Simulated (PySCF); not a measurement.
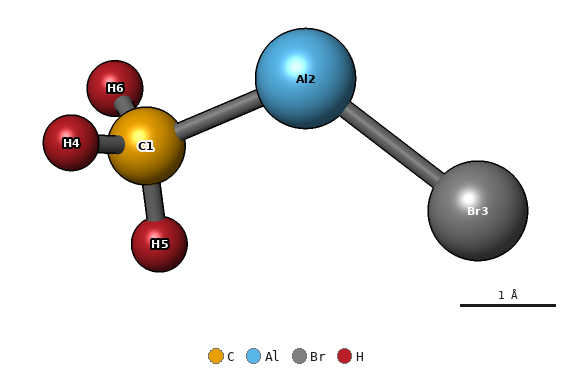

The input geometry (ball-and-stick view, seen at a tilt; atoms are numbered from 1 in the order of the input). Sticks mark near contacts. Bond lengths as drawn: Al–Br 2.29 Å, Al–C 1.96 Å and C–H 1.09 Å.

CH$_{3}$AlBr: single-point calculation

System: CH$_{3}$AlBr, multiplicity 2, SMILES [CH3][Al][Br].
Method: RPA (BLYP)/ccECP-cc-pVTZ, UKS, core potentials ccecp (PySCF 2.14.0).

The geometry comes from this level: PBE0-D4/def2-TZVP.

### Log
```
PySCF version 2.14.0

[INPUT] num. atoms = 6
[INPUT] num. electrons = 17
[INPUT] charge = 0
[INPUT] spin (= nelec alpha-beta = 2S) = 1
[INPUT] symmetry False subgroup None
[INPUT] Mole.unit = bohr
[INPUT] Symbol           X                Y                Z      unit          X                Y                Z       unit  Magmom
[INPUT]  1 C     -0.392100204558   0.512200147639  -0.308599744915 AA   -0.740962000000   0.967918000000  -0.583169000000 Bohr   0.0
[INPUT]  2 Al     1.119899848179  -0.742300157555  -0.306599984235 AA    2.116304000000  -1.402744000000  -0.579390000000 Bohr   0.0
[INPUT]  3 Br     1.361499937242  -2.105699840984   1.514099827909 AA    2.572862000000  -3.979196000000   2.861234000000 Bohr   0.0
[INPUT]  4 H     -0.031399788164   1.541900152685  -0.384000088990 AA   -0.059337000000   2.913769000000  -0.725655000000 Bohr   0.0
[INPUT]  5 H     -0.975800131050   0.403699769021   0.608699845468 AA   -1.843995000000   0.762882000000   1.150276000000 Bohr   0.0
[INPUT]  6 H     -1.039899895786   0.326200178950  -1.169800200814 AA   -1.965126000000   0.616429000000  -2.210602000000 Bohr   0.0

nuclear repulsion = 23.4743937491325
number of shells = 45
number of NR pGTOs = 250
number of NR cGTOs = 129
basis = ccecp-cc-pvtz
ecp = {'C': 'ccecp', 'Al': 'ccecp', 'Br': 'ccecp', 'H': 'ccecp'}

******** <class 'pyscf.dft.uks.UKS'> ********
method = UKS
initial guess = minao
damping factor = 0
level_shift factor = 0
DIIS = <class 'pyscf.scf.diis.CDIIS'>
diis_start_cycle = 1
diis_space = 8
diis_damp = 0
SCF conv_tol = 1e-10
SCF conv_tol_grad = None
SCF max_cycles = 50
direct_scf = True
direct_scf_tol = 1e-13
number electrons alpha = 9  beta = 8
XC library pyscf.dft.libxc version 7.0.0
    S. Lehtola, C. Steigemann, M. J.T. Oliveira, and M. A.L. Marques.,  SoftwareX 7, 1–5 (2018)
XC functionals = blyp
    A. D. Becke.,  Phys. Rev. A 38, 3098 (1988)
    C. Lee, W. Yang, and R. G. Parr.,  Phys. Rev. B 37, 785 (1988)
    B. Miehlich, A. Savin, H. Stoll, and H. Preuss.,  Chem. Phys. Lett. 157, 200 (1989)
radial grids:
    Treutler-Ahlrichs [JCP 102, 346 (1995); DOI:10.1063/1.469408] (M4) radial grids

becke partition: Becke, JCP 88, 2547 (1988); DOI:10.1063/1.454033
pruning grids: <function nwchem_prune>
grids dens level: 4
symmetrized grids: False
atomic radii adjust function: <function treutler_atomic_radii_adjust>
small_rho_cutoff = 0
Set gradient conv threshold to 1e-05
tot grids = 134608
init E= -22.4467500209818
  alpha nocc = 9  HOMO = -0.177384222879456  LUMO = -0.0878133010326447
  beta  nocc = 8  HOMO = -0.319575764217417  LUMO = -0.177384222879456

WARN: HOMO -0.177384222879456 >= LUMO -0.177384222879456

cycle= 1 E= -22.6722318670206  delta_E= -0.225  |g|= 0.527  |ddm|= 3.55
  alpha nocc = 9  HOMO = -0.0997380159435743  LUMO = -0.0412861545523234
  beta  nocc = 8  HOMO = -0.172627420397787  LUMO = -0.0712683415517799
  HOMO = -0.0997380159436  LUMO = -0.0712683415518  gap/eV = 0.77470
cycle= 2 E= -22.2812427930271  delta_E= 0.391  |g|= 0.857  |ddm|= 2.59
  alpha nocc = 9  HOMO = -0.161978554352025  LUMO = -0.0564341513323838
  beta  nocc = 8  HOMO = -0.239033610357996  LUMO = -0.114595070587921
  HOMO = -0.161978554352  LUMO = -0.114595070588  gap/eV = 1.28937
cycle= 3 E= -22.8215651742492  delta_E= -0.54  |g|= 0.0955  |ddm|= 1.79
  alpha nocc = 9  HOMO = -0.170009978850322  LUMO = -0.0584160572485093
  beta  nocc = 8  HOMO = -0.265940899903697  LUMO = -0.117347894748813
  HOMO = -0.17000997885  LUMO = -0.117347894749  gap/eV = 1.43301
cycle= 4 E= -22.8278641618947  delta_E= -0.0063  |g|= 0.0515  |ddm|= 0.379
  alpha nocc = 9  HOMO = -0.171102919285294  LUMO = -0.0583301773942343
  beta  nocc = 8  HOMO = -0.253556998130576  LUMO = -0.116543291194343
  HOMO = -0.171102919285  LUMO = -0.116543291194  gap/eV = 1.48464
cycle= 5 E= -22.829978983818  delta_E= -0.00211  |g|= 0.0129  |ddm|= 0.157
  alpha nocc = 9  HOMO = -0.168664284660163  LUMO = -0.0567455663485108
  beta  nocc = 8  HOMO = -0.253983737706537  LUMO = -0.11392142475638
  HOMO = -0.16866428466  LUMO = -0.113921424756  gap/eV = 1.48963
cycle= 6 E= -22.8301045380872  delta_E= -0.000126  |g|= 0.00539  |ddm|= 0.0427
  alpha nocc = 9  HOMO = -0.169302027401487  LUMO = -0.0575317307619589
  beta  nocc = 8  HOMO = -0.254140501516536  LUMO = -0.114278384195589
  HOMO = -0.169302027401  LUMO = -0.114278384196  gap/eV = 1.49727
cycle= 7 E= -22.8301272131606  delta_E= -2.27e-05  |g|= 0.000555  |ddm|= 0.0113
  alpha nocc = 9  HOMO = -0.169450539979682  LUMO = -0.0576192057052896
  beta  nocc = 8  HOMO = -0.254164474078299  LUMO = -0.11424332750942
  HOMO = -0.16945053998  LUMO = -0.114243327509  gap/eV = 1.50226
cycle= 8 E= -22.8301275368179  delta_E= -3.24e-07  |g|= 0.000215  |ddm|= 0.00265
  alpha nocc = 9  HOMO = -0.169419209485415  LUMO = -0.0576020095642965
  beta  nocc = 8  HOMO = -0.2541600572443  LUMO = -0.114182890724424
  HOMO = -0.169419209485  LUMO = -0.114182890724  gap/eV = 1.50306
cycle= 9 E= -22.8301275758869  delta_E= -3.91e-08  |g|= 7.25e-05  |ddm|= 0.000696
  alpha nocc = 9  HOMO = -0.169415701413745  LUMO = -0.0576009933606424
  beta  nocc = 8  HOMO = -0.254146934603288  LUMO = -0.114172216407377
  HOMO = -0.169415701414  LUMO = -0.114172216407  gap/eV = 1.50325
cycle= 10 E= -22.8301275803693  delta_E= -4.48e-09  |g|= 1.87e-05  |ddm|= 0.000228
  alpha nocc = 9  HOMO = -0.169419267027597  LUMO = -0.057605484273703
  beta  nocc = 8  HOMO = -0.254150472837632  LUMO = -0.114175785690012
  HOMO = -0.169419267028  LUMO = -0.11417578569  gap/eV = 1.50325
cycle= 11 E= -22.8301275806477  delta_E= -2.78e-10  |g|= 9.44e-06  |ddm|= 6.44e-05
  alpha nocc = 9  HOMO = -0.169419631935887  LUMO = -0.0576053986142309
  beta  nocc = 8  HOMO = -0.254149774800094  LUMO = -0.114176165036072
  HOMO = -0.169419631936  LUMO = -0.114176165036  gap/eV = 1.50325
cycle= 12 E= -22.8301275807111  delta_E= -6.33e-11  |g|= 3.69e-06  |ddm|= 2.36e-05
  alpha nocc = 9  HOMO = -0.16941850365506  LUMO = -0.0576047436970907
  beta  nocc = 8  HOMO = -0.254149561238931  LUMO = -0.114175558129329
  HOMO = -0.169418503655  LUMO = -0.114175558129  gap/eV = 1.50324
```

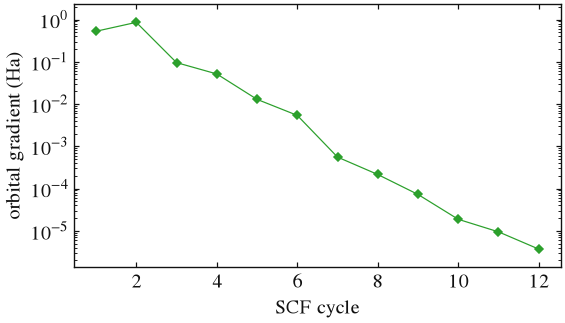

Convergence of the self-consistent field: orbital gradient against the SCF cycle. The residual falls almost steadily, with no more than small rises.

```
Extra cycle  E= -22.8301275807014  delta_E= 9.66e-12  |g|= 5.67e-06  |ddm|= 1.88e-05
converged SCF energy = -22.8301275807014  <S^2> = 0.75256857  2S+1 = 2.0025669
ETB for Br: l = 0, exps = 0.216656 * 2^n , n = 0..7
ETB for Br: l = 1, exps = 0.16781611012057215 * 2^n , n = 0..7
ETB for Br: l = 2, exps = 0.129986 * 2^n , n = 0..7
ETB for Br: l = 3, exps = 0.2511979375711512 * 2^n , n = 0..5
ETB for Br: l = 4, exps = 0.38702026769149955 * 2^n , n = 0..3
ETB for Br: l = 5, exps = 0.7479166451951715 * 2^n , n = 0..1
ETB for Br: l = 6, exps = 1.152314 * 2^n , n = 0..0
ETB for H: l = 0, exps = 0.12611 * 2^n , n = 0..8
ETB for H: l = 1, exps = 0.31521909504343165 * 2^n , n = 0..5
ETB for H: l = 2, exps = 0.787908 * 2^n , n = 0..2
ETB for Al: l = 0, exps = 0.071998 * 2^n , n = 0..7
ETB for Al: l = 1, exps = 0.05635579629461374 * 2^n , n = 0..7
ETB for Al: l = 2, exps = 0.044112 * 2^n , n = 0..6
ETB for Al: l = 3, exps = 0.10049334831718963 * 2^n , n = 0..3
ETB for Al: l = 4, exps = 0.228938 * 2^n , n = 0..2
ETB for C: l = 0, exps = 0.102688 * 2^n , n = 0..7
ETB for C: l = 1, exps = 0.07754749935362197 * 2^n , n = 0..8
ETB for C: l = 2, exps = 0.058562 * 2^n , n = 0..8
ETB for C: l = 3, exps = 0.19644520422754028 * 2^n , n = 0..5
ETB for C: l = 4, exps = 0.658972 * 2^n , n = 0..2

WARN: Even tempered Gaussians are generated as DF auxbasis for  Br C H Al

******** <class 'pyscf.gw.urpa.URPA'> ********
nocc = (np.int64(9), np.int64(8)), nmo = (129, 129)
mem_avail = 1426.30  mem_blk = 0.13  auxlen = 582

******** <class 'pyscf.df.df.DF'> ********
auxbasis = auxmol.basis = {'Br': [[0, [np.float64(27.731968), 1]], [0, [np.float64(13.865984), 1]], [0, [np.float64(6.932992), 1]], [0, [np.float64(3.466496), 1]], [0, [np.float64(1.733248), 1]], [0, [np.float64(0.866624), 1]], [0, [np.float64(0.433312), 1]], [0, [np.float64(0.216656), 1]], [1, [np.float64(21.480462095433236), 1]], [1, [np.float64(10.740231047716618), 1]], [1, [np.float64(5.370115523858309), 1]], [1, [np.float64(2.6850577619291545), 1]], [1, [np.float64(1.3425288809645772), 1]], [1, [np.float64(0.6712644404822886), 1]], [1, [np.float64(0.3356322202411443), 1]], [1, [np.float64(0.16781611012057215), 1]], [2, [np.float64(16.638208), 1]], [2, [np.float64(8.319104), 1]], [2, [np.float64(4.159552), 1]], [2, [np.float64(2.079776), 1]], [2, [np.float64(1.039888), 1]], [2, [np.float64(0.519944), 1]], [2, [np.float64(0.259972), 1]], [2, [np.float64(0.129986), 1]], [3, [np.float64(8.038334002276839), 1]], [3, [np.float64(4.0191670011384195), 1]], [3, [np.float64(2.0095835005692098), 1]], [3, [np.float64(1.0047917502846049), 1]], [3, [np.float64(0.5023958751423024), 1]], [3, [np.float64(0.2511979375711512), 1]], [4, [np.float64(3.0961621415319964), 1]], [4, [np.float64(1.5480810707659982), 1]], [4, [np.float64(0.7740405353829991), 1]], [4, [np.float64(0.38702026769149955), 1]], [5, [np.float64(1.495833290390343), 1]], [5, [np.float64(0.7479166451951715), 1]], [6, [np.float64(1.152314), 1]]], 'H': [[0, [np.float64(32.28416), 1]], [0, [np.float64(16.14208), 1]], [0, [np.float64(8.07104), 1]], [0, [np.float64(4.03552), 1]], [0, [np.float64(2.01776), 1]], [0, [np.float64(1.00888), 1]], [0, [np.float64(0.50444), 1]], [0, [np.float64(0.25222), 1]], [0, [np.float64(0.12611), 1]], [1, [np.float64(10.087011041389813), 1]], [1, [np.float64(5.043505520694906), 1]], [1, [np.float64(2.521752760347453), 1]], [1, [np.float64(1.2608763801737266), 1]], [1, [np.float64(0.6304381900868633), 1]], [1, [np.float64(0.31521909504343165), 1]], [2, [np.float64(3.151632), 1]], [2, [np.float64(1.575816), 1]], [2, [np.float64(0.787908), 1]]], 'Al': [[0, [np.float64(9.215744), 1]], [0, [np.float64(4.607872), 1]], [0, [np.float64(2.303936), 1]], [0, [np.float64(1.151968), 1]], [0, [np.float64(0.575984), 1]], [0, [np.float64(0.287992), 1]], [0, [np.float64(0.143996), 1]], [0, [np.float64(0.071998), 1]], [1, [np.float64(7.213541925710559), 1]], [1, [np.float64(3.6067709628552795), 1]], [1, [np.float64(1.8033854814276398), 1]], [1, [np.float64(0.9016927407138199), 1]], [1, [np.float64(0.45084637035690994), 1]], [1, [np.float64(0.22542318517845497), 1]], [1, [np.float64(0.11271159258922749), 1]], [1, [np.float64(0.05635579629461374), 1]], [2, [np.float64(2.823168), 1]], [2, [np.float64(1.411584), 1]], [2, [np.float64(0.705792), 1]], [2, [np.float64(0.352896), 1]], [2, [np.float64(0.176448), 1]], [2, [np.float64(0.088224), 1]], [2, [np.float64(0.044112), 1]], [3, [np.float64(0.803946786537517), 1]], [3, [np.float64(0.4019733932687585), 1]], [3, [np.float64(0.20098669663437926), 1]], [3, [np.float64(0.10049334831718963), 1]], [4, [np.float64(0.915752), 1]], [4, [np.float64(0.457876), 1]], [4, [np.float64(0.228938), 1]]], 'C': [[0, [np.float64(13.144064), 1]], [0, [np.float64(6.572032), 1]], [0, [np.float64(3.286016), 1]], [0, [np.float64(1.643008), 1]], [0, [np.float64(0.821504), 1]], [0, [np.float64(0.410752), 1]], [0, [np.float64(0.205376), 1]], [0, [np.float64(0.102688), 1]], [1, [np.float64(19.852159834527225), 1]], [1, [np.float64(9.926079917263612), 1]], [1, [np.float64(4.963039958631806), 1]], [1, [np.float64(2.481519979315903), 1]], [1, [np.float64(1.2407599896579515), 1]], [1, [np.float64(0.6203799948289758), 1]], [1, [np.float64(0.3101899974144879), 1]], [1, [np.float64(0.15509499870724394), 1]], [1, [np.float64(0.07754749935362197), 1]], [2, [np.float64(14.991872), 1]], [2, [np.float64(7.495936), 1]], [2, [np.float64(3.747968), 1]], [2, [np.float64(1.873984), 1]], [2, [np.float64(0.936992), 1]], [2, [np.float64(0.468496), 1]], [2, [np.float64(0.234248), 1]], [2, [np.float64(0.117124), 1]], [2, [np.float64(0.058562), 1]], [3, [np.float64(6.286246535281289), 1]], [3, [np.float64(3.1431232676406444), 1]], [3, [np.float64(1.5715616338203222), 1]], [3, [np.float64(0.7857808169101611), 1]], [3, [np.float64(0.39289040845508055), 1]], [3, [np.float64(0.19644520422754028), 1]], [4, [np.float64(2.635888), 1]], [4, [np.float64(1.317944), 1]], [4, [np.float64(0.658972), 1]]]}
Lowest orbital energy difference: ( 9.1125e-02,  1.3997e-01)
E(URPA) = -23.0617229898327  E_corr = -0.692322194888393  E_hf = -22.3694007949443
E = -23.0617275600 Eh
```

This output came from the following input.

### Input file (input.py)
```python
from pyscf import gto, dft
from pyscf.gw.urpa import URPA

mol = gto.Mole()
mol.atom = '''
C     -0.740962     0.967918    -0.583169
Al     2.116304    -1.402744    -0.579390
Br     2.572862    -3.979196     2.861234
H     -0.059337     2.913769    -0.725655
H     -1.843995     0.762882     1.150276
H     -1.965126     0.616429    -2.210602
'''
mol.verbose = 4
mol.charge = 0
mol.spin = 1
mol.ecp = {'C': 'ccecp', 'Al': 'ccecp', 'Br': 'ccecp', 'H': 'ccecp'}
mol.max_memory = 1860
mol.basis = 'ccecp-cc-pvtz'
mol.unit = 'bohr'
mol.build()

calc0 = dft.UKS(mol, xc='blyp')
calc0.grids.level = 4
calc0.conv_tol = 1e-10
calc0.kernel()
if not calc0.converged:
    calc0 = calc0.newton().run(calc0.mo_coeff, calc0.mo_occ)

rpa = URPA(calc0)
rpa.kernel()
e_exx = calc0.to_hf().energy_tot(calc0.make_rdm1())
e_final = e_exx + rpa.e_corr
print('E = %.10f Eh' % e_final)
```

Command:
```bash
OMP_NUM_THREADS=1 python input.py
```

### Results in brief

| quantity | value |
| --- | --- |
| outcome | converged |
| total energy | −23.061728 hartree |
| SCF energy | −22.830128 hartree |
| correlation energy | −0.692322 hartree |
| basis functions | 129 |
| ⟨S²⟩ | 0.753 |
| hardware | 1 thread of Arm Neoverse V2, 24 GiB of memory available, shared host |
| wall time | 34 s |
| peak memory | 0.74 GiB |

### Remarks

The record of the run, not the program, notes: logged alpha LUMO and gap are faulty.
